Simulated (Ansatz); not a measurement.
Input

```
crystal:
  periodic: [false, false, false]
  atoms:
    - {symbol: B, position_ang: [-0.105084, -0.749263, -0.993306]}
    - {symbol: Br, position_ang: [-0.565407, 1.496605, 2.867663]}
    - {symbol: F, position_ang: [0.456511, -1.084341, -2.143029]}
    - {symbol: F, position_ang: [-1.210445, -1.352555, -0.619731]}
    - {symbol: H, position_ang: [-0.240066, 0.897980, 1.611282]}
    - {symbol: O, position_ang: [0.428854, 0.198780, -0.190520]}
    - {symbol: H, position_ang: [1.235837, 0.592795, -0.532358]}
basis:
  gaussian: {orbitals: def2-TZVPP}
hamiltonian: {xc: pbe0, dispersion: d4}
output: {orbitals: {seedname: orbitals}}
```

Command:

```sh
ansatz run in.yaml --threads 4 --pin off --events-out ev --progress --plain --max-ram 9574MiB
```

The product side of a reaction path; geometry: PBE0-D4/def2-TZVP.

The calculation used RKS PBE0-D4/def2-TZVPP (Ansatz).

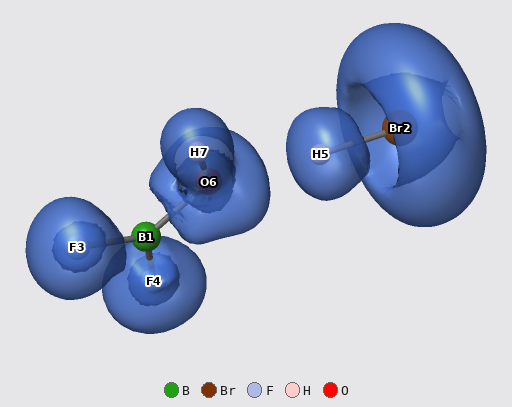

BF2HO···HBr. Isosurface of the ELF at 0.75 (blue), seen at an oblique angle. Core shells and regions of very low density are left out.

**Identify the bonds, lone pairs and shells in this picture.**

The surface consists of one region around a hydrogen nucleus, two regions on F in which the atom's valence shell and bonds are merged, one ring or bowl of non-bonding electrons around Br and one joined region spread over several atoms (H, O), in which their bonds and any lone pairs are merged.

Values along the shortest contacts:
O6···H5 (2.05 Å): the ELF dips to about 0.10 between them. B–F (1.31 Å): the ELF peaks at about 0.85 between the atoms: a shared but strongly polarised pair.
